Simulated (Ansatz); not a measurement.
## What Pb2SeO (built on the sites of a database entry of PbSe) distorts into

Which phase does Pb2SeO (built on the sites of a database entry of PbSe) fall into along its unstable mode, and how much energy does it gain?

Program: Ansatz 0.2.0. Level of theory: DFT PBEsol, scalar-relativistic, plane waves, PAW. Results are calculated unless marked as measured.

The structure was built from a prototype and need not be the compound's stable phase.

## Step 1: Set-up

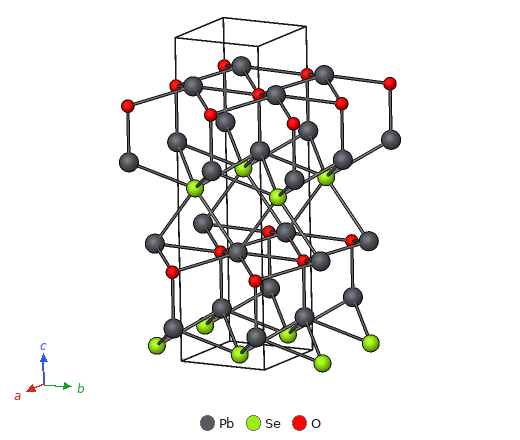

The starting structure, seen slightly off an axis (lead dark grey, selenium green, oxygen red). 2×2×1 cells are drawn. This picture shows the conventional cell, with its axes. Some periodic images of atoms are drawn too.

## Step 2: Zone-centre response

The cell comes from relaxations at this level that are not shown. The zone centre is the only wavevector solved here; it holds the modes that light can see, as far as symmetry allows. The response to a homogeneous field gives the Born charges and the dielectric tensor.

input.yaml reads:

```yaml
crystal:
  lattice:
    - [1.8641447281, -6.5120773025, 0.0]
    - [1.8641447281, 6.5120773025, 0.0]
    - [0.0, 0.0, 3.8663254647]
  atoms:
    - { symbol: Pb, position: [0.6057161026, 0.3942838974, 0.75] }
    - { symbol: Pb, position: [0.3232056694, 0.6767943306, 0.25] }
    - { symbol: Se, position: [0.9214061829, 0.0785938171, 0.75] }
    - { symbol: O, position: [0.1496720452, 0.8503279548, 0.25] }
kpoints:
  mp_grid: { grid: [8, 8, 8] }
hamiltonian:
  xc: pbesol
scf:
  occupations: { method: fixed }
output:
  eigenvalues: true
phonons:
  method: dfpt
  dielectric: true
  rigid_motions: translations
```

The run is started by

```bash
ansatz run input.yaml --threads 8 --pin off --max-ram 14336MiB --backend cpu --events-out ev --progress --plain --runs-dir out
```

Numbers of over 12 decimals in the logs are rounded to 6 here.

The log of the run:

```text
Engine: ansatz 0.2.0, x86_64-unknown-linux-gnu
Pseudopotentials: kind: paw
Pseudopotential: Pb, paw, valence charge 14, recommended cutoff 420 eV (normal), Pb.paw.azcp
Pseudopotential: Se, paw, valence charge 16, recommended cutoff 420 eV (normal), Se.paw.azcp
Pseudopotential: O, paw, valence charge 6, recommended cutoff 420 eV (normal), O.paw.azcp
Functional definition: PBEsol
  exchange = pbesol_x
  correlation = pbesol_c
Crystal: 4 atoms, lattice volume = 93.870 Å³
Basis set: ecut = 420 eV, 1819 PW (Γ), exchange–correlation on 96×96×60 points (8 copies of the dense FFT grid, shifted against one another)
Bands: 30, of which v1, the nominal top of the filled ones, is band 25 counted from 1 (24 counted from 0)
Symmetry: 4 space group operations
k-points: 260 of 512 (irreducible under 1 space group operation, time reversal used)
Non-local potential: Pb, projectors of the file, l = 0: 2, l = 1: 2, l = 2: 2, l = 3: 2
Non-local potential: Se, projectors of the file, l = 0: 2, l = 1: 2, l = 2: 3, l = 3: 1
Non-local potential: O, projectors of the file, l = 0: 2, l = 1: 2, l = 2: 1
PAW form: soft (Blöchl's): semilocal exchange-correlation on the pseudo side does not see the compensation charge
PAW frozen core: Pb, regenerated for the run's functional, and the local potential with it (the file was generated under x = pbe(κ = 0.804, μ = 0.219515), c = pbe(β = 0.066725))
PAW frozen core: Se, regenerated for the run's functional, and the local potential with it (the file was generated under x = pbe(κ = 0.804, μ = 0.219515), c = pbe(β = 0.066725))
PAW frozen core: O, regenerated for the run's functional, and the local potential with it (the file was generated under x = pbe(κ = 0.804, μ = 0.219515), c = pbe(β = 0.066725))
PAW one-centre angular grid: Pb, 590 points (default); XC on 64 Gauss nodes
PAW one-centre angular grid: Se, 590 points (default); XC on 64 Gauss nodes
PAW one-centre angular grid: O, 110 points (default); XC on 64 Gauss nodes
Initial density: superposition of atomic densities (neutral atoms: chi_scale 0, normalization atom), corrected by the library's trained network
Initial wavefunctions: pseudopotential atomic-orbital guess
Functional: x = pbesol(κ = 0.804, μ = 0.123457), c = pbesol(β = 0.046)
SCF iter   1: F=—  HF=-29494.614102 eV  |F-HF|=—  |Δ(HF+E_count)|=         —  Δρ=1.05e-2  dr2=1.09e-1  ethr=1.77e-3  ⟨swp⟩=5.0  Hψ=30551  notcnv=0  defer=767
preconditioner: auto → Resta (q_TF=auto, 2.456 Å⁻¹)  ε∞=3.8  [insulator: Δε(μ)=0.270 eV  Ē_g=14.446 eV  n_scr=26 (ndim 8)  ℏωp=24.2 eV  f_vac=0.011  ε∞_Penn≈3.8]
SCF iter   2: F=—  HF=-29494.600158 eV  |F-HF|=—  |Δ(HF+E_count)|=   1.39e-2  Δρ=6.99e-3  dr2=5.76e-2  ethr=2.18e-4  ⟨swp⟩=2.0  Hψ=15601  notcnv=0  defer=779
SCF iter   3: F=—  HF=-29494.591802 eV  |F-HF|=—  |Δ(HF+E_count)|=   8.36e-3  Δρ=1.59e-3  dr2=2.97e-3  ethr=1.15e-4  ⟨swp⟩=2.0  Hψ=9515  notcnv=0  defer=779
SCF iter   4: F=—  HF=-29494.591220 eV  |F-HF|=—  |Δ(HF+E_count)|=   5.81e-4  Δρ=5.12e-4  dr2=3.14e-4  ethr=5.93e-6  ⟨swp⟩=2.0  Hψ=10079  notcnv=0  defer=780
SCF iter   5: F=—  HF=-29494.591196 eV  |F-HF|=—  |Δ(HF+E_count)|=   2.40e-5  Δρ=1.54e-4  dr2=2.47e-5  ethr=6.29e-7  ⟨swp⟩=2.9  Hψ=12437  notcnv=0  defer=778
SCF iter   6: F=—  HF=-29494.591198 eV  |F-HF|=—  |Δ(HF+E_count)|=   1.45e-6  Δρ=3.41e-5  dr2=1.45e-6  ethr=4.95e-8  ⟨swp⟩=2.0  Hψ=14040  notcnv=0  defer=606
SCF iter   7: F=—  HF=-29494.591198 eV  |F-HF|=—  |Δ(HF+E_count)|=   1.17e-7  Δρ=1.26e-5  dr2=1.59e-7  ethr=2.90e-9  ⟨swp⟩=2.0  Hψ=14295  notcnv=0  defer=494
SCF iter   8: F=—  HF=-29494.591198 eV  |F-HF|=—  |Δ(HF+E_count)|=   9.23e-8  Δρ=3.15e-6  dr2=1.33e-8  ethr=3.17e-10  ⟨swp⟩=2.0  Hψ=14033  notcnv=0  defer=494
SCF iter   9: F=—  HF=-29494.591198 eV  |F-HF|=—  |Δ(HF+E_count)|=   9.04e-9  Δρ=8.20e-7  dr2=6.63e-10  ethr=2.66e-11  ⟨swp⟩=2.9  Hψ=13751  notcnv=0  defer=494
SCF iter  10: F=-29494.591198 eV  HF=-29494.591198 eV  |F-HF|=3.64e-12  |Δ(HF+E_count)|=  6.04e-10  Δρ=2.09e-7  dr2=4.69e-11  ethr=1.00e-12  ⟨swp⟩=13.5  Hψ=55570  notcnv=0
SCF 1 converged in 10 iterations: F = -29494.591198 eV  dr2 = 4.69e-11
  greatest PAW one-centre occupation: 1.000 electrons in one spin orbital (limit 2), on the Se atom at site 2 (counted from 0), in its partial waves of l = 2
NSCF: frozen V_eff on 207 k-points
DFPT response loops at Γ: preconditioner auto → Resta (q_TF=auto, 2.456 Å⁻¹)  ε∞=13.2 (no band partly filled); β = 1.00, the filter's whole step (`scf.mixing.beta` (0.50) is not read by the response loops at its default; to damp them type it under 1.00, their step now; it binds the ground state too); Broyden in place of MSR1
── the response to a field inside a basis, on 14×14×12 k-points: an SCF that follows is theirs, and a resumed run solves both again ──
Bands: 26, of which v1, the nominal top of the filled ones, is band 25 counted from 1 (24 counted from 0)
k-points: 336 of 2352 (time reversal used)
Initial density: handed on by an earlier stage of this run
Initial wavefunctions: pseudopotential atomic-orbital guess (no wavefunctions were taken with the density)
Eigensolver: Dense (336 Hₖ)
SCF iter   1: F=—  HF=-29494.577019 eV  |F-HF|=—  |Δ(HF+E_count)|=         —  Δρ=2.65e-4  dr2=2.20e-5  ethr=1.00e-1
preconditioner: auto → Resta (q_TF=auto, 2.456 Å⁻¹)  ε∞=4.6  [insulator: Δε(μ)=0.431 eV  Ē_g=12.691 eV  n_scr=26 (ndim 8)  ℏωp=24.2 eV  f_vac=0.010  ε∞_Penn≈4.6]
SCF iter   2: F=—  HF=-29494.577020 eV  |F-HF|=—  |Δ(HF+E_count)|=   9.44e-7  Δρ=1.36e-4  dr2=1.71e-5  ethr=4.41e-8
SCF iter   3: F=—  HF=-29494.577019 eV  |F-HF|=—  |Δ(HF+E_count)|=   7.96e-7  Δρ=8.36e-5  dr2=1.97e-6  ethr=3.42e-8
SCF iter   4: F=—  HF=-29494.577019 eV  |F-HF|=—  |Δ(HF+E_count)|=   3.27e-7  Δρ=3.65e-5  dr2=4.19e-7  ethr=3.95e-9
SCF iter   5: F=-29494.577019 eV  HF=-29494.577019 eV  |F-HF|=2.25e-9  |Δ(HF+E_count)|=   9.14e-8  Δρ=8.12e-6  dr2=2.84e-8  ethr=8.39e-10
SCF 1 converged in 5 iterations: F = -29494.577019 eV  dr2 = 2.84e-8
DFPT response loops at Γ: preconditioner auto → Resta (q_TF=auto, 2.456 Å⁻¹)  ε∞=11.8 (no band partly filled); β = 1.00, the filter's whole step (`scf.mixing.beta` (0.50) is not read by the response loops at its default; to damp them type it under 1.00, their step now; it binds the ground state too); Broyden in place of MSR1
WARN: field response: ε∞ stands inside a basis, on 14×14×12 points; the force constants stand on the 8×8×8 k-mesh, whose period is 9.43 times the interband length at k = (0.3750, 0.3750, 0.1250), direct gap 1.019 eV, under 14: take them and everything formed from them as unconverged, and compare with a denser kpoints.mp_grid
SCF converged after 10 iterations
Free energy (F): -29494.591198 eV
Harris-Foulkes:  -29494.591198 eV  (|F-HF|=3.64e-12)
Internal energy: -29494.591198 eV  (E = F + TS)
E sigma→0 (E₀):  -29494.591198 eV
Fermi energy:    9.542713 eV
--- Per-component energies (eV) ---
  E_band       = -460.726273
  E_kinetic    = 866.448921
  E_local      = -4873.330666  (includes V_loc(G=0)·N_el)
  E_nonlocal   = 159.684984
  E_hartree    = 2162.358783
  E_xc         = -615.096498
  E_vxc        = -457.817112  (∫ρ·V_xc dr)
  E_paw        = -22526.476746  (= ΣΔE_a)
  E_vpaw       = -480.431772  (= ΣTr[D̂ρ^β])
  E_aug_tail   = 0.001759  (compensation charges beyond the density's cutoff)
  E_ewald      = -4669.349707
  E_core_change = 1.167972  (= ΣΔE_core)
  E_smearing   = -0.000000  (= −TS)
  E_closure    = -0.000000  (closes the sum)
  Σ components = -29494.591198   (vs F -29494.591198, Δ=0.00e0)
--- Band table (eV; the first three rows and the last of 260) ---
  k-point 0: bands = [... 21 lower, 6.9419, 7.5061, 7.6215, 7.6818, 11.5889, 13.7842, 13.8232, 13.9129, ... 1 higher]
  k-point 1: bands = [... 21 lower, 7.0148, 7.2786, 7.7228, 8.4205, 11.6020, 13.1450, 13.7641, 13.8201, ... 1 higher]
  k-point 2: bands = [... 21 lower, 7.0183, 7.4859, 7.9882, 9.1853, 11.4944, 12.0426, 12.7862, 13.6026, ... 1 higher]
  k-point 259: bands = [... 21 lower, 7.2915, 7.6422, 7.7900, 8.4063, 10.0761, 10.9660, 13.4479, 14.0792, ... 1 higher]
--- Phonons (Γ-DFPT): 12 representative perturbations + reference, on 260 of 512 k-points (Σ response iterations 38) ---
  k mesh reduced under 1 symmetry operation, with k and −k counted as one. Each operation leaves every solved perturbation unchanged. A smaller set is not considered because the run solves the response to a homogeneous field
  ASR residual: 1.910e-4 → 0.000e0 eV/Å²; symmetrization residual: 8.292e-6 eV/Å²
  ASR residual per site (eV/Å²): 1.91e-4 1.39e-4 3.33e-5 6.24e-5
  Γ frequencies (cm⁻¹): -179.90 -167.70 0.00 0.00 0.00 23.51 37.47 97.38 111.60 122.10 127.68 350.41
  ε∞ (high-frequency dielectric tensor):
       20.603671     0.000000     0.000000
        0.000000    14.688485     0.000000
        0.000000     0.000000    12.839479
  softest optical mode at Γ: -179.90 cm⁻¹; the repairs (sum rule, projections) moved no ω² at Γ by more than (1.66 cm⁻¹)²
  Born effective charges Z* (e; rows j = field, columns β = displacement):
    site 0:
         5.16396    0.00000    0.00000
         0.00000    2.96711    0.00000
         0.00000    0.00000    2.85288
    site 1:
         2.84795    0.00000    0.00000
         0.00000    3.38801    0.00000
         0.00000    0.00000    2.77237
    site 2:
        -5.36920   -0.00000   -0.00000
        -0.00000   -2.75553   -0.00000
        -0.00000   -0.00000   -2.71660
    site 3:
        -2.64271   -0.00000   -0.00000
        -0.00000   -3.59959   -0.00000
        -0.00000   -0.00000   -2.90865
  Z* charge neutrality: 2.674e-3 e pre-enforcement
  solved inside a basis spanned on kpoints, on 14×14×12 k-points, its susceptibility summed on 16×16×14: ε∞ is read to err by 8.6e-2, Z* by 3.9e-2 e (field_mesh: kpoints solves on kpoints); Z* is corrected for what the basis lacks
  optical modes at Γ without the LO–TO term, one row a degenerate level:
      ω (cm⁻¹)  modes    IR ((D/Å)²/amu)
       -179.90      1            10.2436
       -167.70      1            11.3551
         23.51      1             2.6996
         37.47      1             0.0546
         97.38      1             1.0297
        111.60      1             9.4221
        122.10      1             3.4508
        127.68      1             4.7080
        350.41      1            18.6803
  optical modes at Γ + LO–TO along q̂ = [1.0000, 0.0000, 0.0000]:
      ω (cm⁻¹)  modes    IR ((D/Å)²/amu)
       -167.70      1            11.3551
       -155.91      1             4.8594
         37.47      1             0.0546
         48.02      1             0.8405
         97.38      1             1.0297
        122.10      1             3.4508
        127.68      1             4.7080
        165.26      1            16.6653
        350.41      1            18.6803
  optical modes at Γ + LO–TO along q̂ = [0.0000, 1.0000, 0.0000]:
      ω (cm⁻¹)  modes    IR ((D/Å)²/amu)
       -179.90      1            10.2436
       -167.70      1            11.3551
         23.51      1             2.6996
         37.47      1             0.0546
        100.76      1             0.1705
        111.60      1             9.4221
        127.68      1             4.7080
        140.21      1             2.5387
        391.40      1            20.4515
  optical modes at Γ + LO–TO along q̂ = [0.0000, 0.0000, 1.0000]:
      ω (cm⁻¹)  modes    IR ((D/Å)²/amu)
       -179.90      1            10.2436
       -112.28      1             6.0160
         23.51      1             2.6996
         38.90      1             0.0692
         97.38      1             1.0297
        111.60      1             9.4221
        122.10      1             3.4508
        170.88      1            10.0326
        350.41      1            18.6803
```

Run time: 3 min. Hardware: 8 threads of Intel Xeon Platinum 8488C (Sapphire Rapids), shared host; peak memory 3.5 GiB.

This step gave:

| Quantity | Value |
| --- | --- |
| gap on the k-mesh | 0.3449 eV |
| volume per atom | 23.47 Å³ |
| sum-rule residual before enforcement | 1.91e-4 eV/Å² |
| miss of the charge sum rule | 0.002674 e |
| estimated error of the dielectric tensor | 0.08633 |
| estimated error of the Born charges | 0.03945 e |
| point group | mm2 |
| highest optical mode at the zone centre (no LO-TO term) | 350.4 cm⁻¹ |
| lowest optical zone-centre mode | -179.9 cm⁻¹ |
| mean high-frequency dielectric constant | 16.04 |
| largest Born charge (third of the trace) | 3.661 e |
| top of the zone-centre spectrum with the field | 391.4 cm⁻¹ |

Without the LO-TO term. Patterns of degenerate modes are one choice out of their space. The modes at Γ (shares of kinetic energy by element, %) (negative means imaginary):

```
mode  frequency (cm⁻¹)  symmetry  Pb %  Se %  O %
   1            -179.9        B2     8     1   92
   2            -167.7        B1     7     1   92
   3               0.0  acoustic    81    16    3
   4               0.0  acoustic    81    16    3
   5               0.0  acoustic    81    16    3
   6              23.5        B2    72    25    3
   7              37.5        B1    79    18    3
   8              97.4        A1    94     3    2
   9             111.6        B2    39    59    2
  10             122.1        A1    20    80    0
  11             127.7        B1    32    66    2
  12             350.4        A1     5     1   94
```

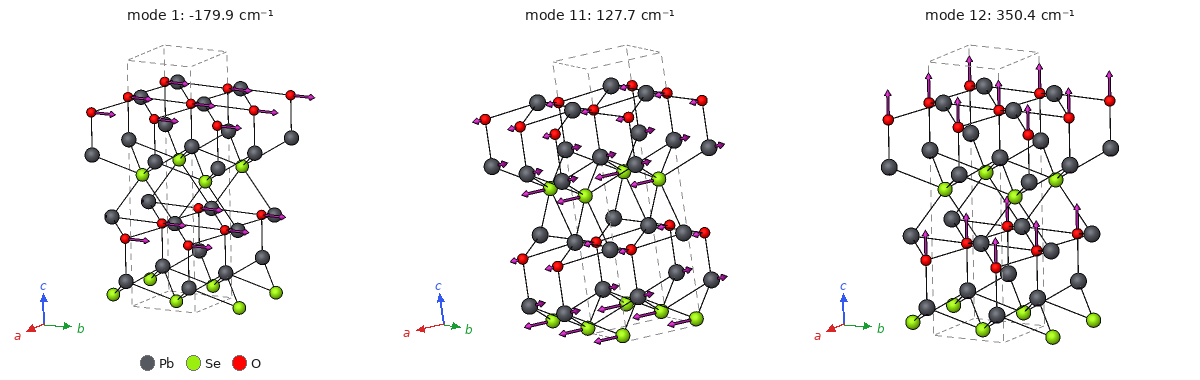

Displacement patterns of modes 1, 11 and 12 at Γ; arrows are exaggerated. 2×2×1 conventional cells are drawn. Some periodic images of atoms are drawn too.

Before it was imposed, the acoustic sum rule was missed by 1.9e-4 eV/Å² and the charge sum rule by 0.0027 e. Small misses are needed for a sound result but don't prove that mesh and cutoff are converged. The lowest optical mode is imaginary, 179.9i cm⁻¹, so the energy falls along it.

The log warns of the k mesh: “the force constants stand on the 8×8×8 k-mesh, whose period is 9.43 times the interband length at k = (0.3750, 0.3750, 0.1250), direct gap 1.019 eV, under 14: take them and everything formed from them as unconverged”.

## Step 3: The mode frozen in, largest atomic shift 0 Å

The mode followed lies at Γ with frequency 167.7i cm⁻¹, one of the unstable modes though not the softest. At small amplitude the distorted cell has space group no. 8 by a symmetry search on the positions. The undistorted cell that holds it gives the zero of energy on the same k mesh.

Edit input.yaml of step 2 so:

```diff
@@ -15,8 +15,6 @@
 scf:
-  occupations: { method: fixed }
+  occupations: { method: gaussian, width: 0.02 }
 output:
+  forces: true
+  stress: true
   eigenvalues: true
-phonons:
-  method: dfpt
-  dielectric: true
-  rigid_motions: translations
```

The log of the run:

```text
[...]
Crystal: 4 atoms, lattice volume = 93.870 Å³
Basis set: ecut = 420 eV, 1819 PW (Γ), exchange–correlation on 96×96×54 points (8 copies of the dense FFT grid, shifted against one another)
Bands: 30, of which v1, the nominal top of the filled ones, is band 25 counted from 1 (24 counted from 0)
Symmetry: 4 space group operations
[...]
k-points: 105 of 512 (time reversal used)
[...]
--- Band table (eV; the first three rows and the last of 105) ---
  k-point 0: bands = [... 21 lower, 6.9419, 7.5062, 7.6215, 7.6818, 11.5889, 13.7842, 13.8232, 13.9129]
  k-point 1: bands = [... 21 lower, 7.0148, 7.2786, 7.7228, 8.4205, 11.6020, 13.1450, 13.7641, 13.8201]
  k-point 2: bands = [... 21 lower, 7.0184, 7.4859, 7.9882, 9.1853, 11.4944, 12.0426, 12.7862, 13.6026]
  k-point 104: bands = [... 21 lower, 7.2915, 7.6422, 7.7900, 8.4063, 10.0761, 10.9660, 13.4479, 14.0792]
[key lines of the parts left out:]
SCF converged after 8 iterations
Free energy (F): -29494.591198 eV
Fermi energy:    9.715182 eV
P = ⅓ Tr σ = 0.0031 GPa (0.031 kbar)
```

Elapsed: 2.7 s, on 8 threads; peak memory 0.66 GiB; 19 s of CPU time.

This step gave:

| Item | Value |
| --- | --- |
| pressure | 0.003099 GPa |
| energy from the undistorted cell | 0 meV/atom |

At this level the gap is 0.34 eV on the k-mesh of the self-consistent run, which can miss the band edges.

## Step 4: The mode frozen in, largest atomic shift 0.6 Å

The atoms are moved along the unstable eigenvector, the largest shift by 0.6 Å, with the cell fixed.

input.yaml, the sections that differ from step 3:

```yaml
crystal:
  lattice:
    - [1.8641447281, -6.5120773025, 0.0]
    - [1.8641447281, 6.5120773025, 0.0]
    - [0.0, 0.0, 3.8663254647]
  atoms:
    - { symbol: Pb, position: [0.6057161026, 0.3942838974, 0.7386801853] }
    - { symbol: Pb, position: [0.3232056694, 0.6767943306, 0.2525247154] }
    - { symbol: Se, position: [0.9214061829, 0.0785938171, 0.7416364493] }
    - { symbol: O, position: [0.1496720452, 0.8503279548, 0.4051861077] }
# kpoints, hamiltonian, scf, output: as in step 3
```

The log of the run:

```text
[...]
Crystal: 4 atoms, lattice volume = 93.870 Å³
Basis set: ecut = 420 eV, 1819 PW (Γ), exchange–correlation on 96×96×54 points (8 copies of the dense FFT grid, shifted against one another)
Bands: 30, of which v1, the nominal top of the filled ones, is band 25 counted from 1 (24 counted from 0)
Symmetry: 2 space group operations
[...]
k-points: 150 of 512 (time reversal used)
[...]
--- Band table (eV; the first three rows and the last of 150) ---
  k-point 0: bands = [... 21 lower, 6.7622, 7.3800, 7.6335, 7.9795, 11.2880, 13.4879, 13.9608, 14.0778]
  k-point 1: bands = [... 21 lower, 6.8463, 7.5244, 7.7389, 8.4483, 11.2401, 13.0475, 13.6337, 14.0072]
  k-point 2: bands = [... 21 lower, 6.7112, 7.5495, 8.0170, 9.0817, 11.1132, 11.8996, 13.0224, 13.7700]
  k-point 149: bands = [... 21 lower, 6.5232, 7.1835, 8.4157, 8.4959, 10.1970, 10.9370, 13.2081, 14.0994]
[key lines of the parts left out:]
SCF converged after 7 iterations
Free energy (F): -29494.711950 eV
Fermi energy:    9.723545 eV
P = ⅓ Tr σ = 1.8488 GPa (18.488 kbar)
```

Wall time 3.6 s (8 threads); peak memory 0.74 GiB.

This step gave:

```yaml
pressure: 1.849 GPa
gap_on_the_k_mesh: 0.6266 eV
energy_from_the_undistorted_cell: -30.19 meV/atom
```

The energy, extrapolated to zero smearing, is -30.19 meV/atom against the undistorted cell.

The run ends at a pressure of 1.85 GPa, with forces up to 0.41 eV/Å.

(Continued in part 2 of 3.)

[Logs are printed without paths, hosts, clocks, repeated set-up lines and the standing remarks that a program may print on its own settings, such as how far it seeks lower states.]

[Hosts, paths, dates, database ids (printed as entryN), source tags and the programs' standing remarks are cut or masked in the printed files.]
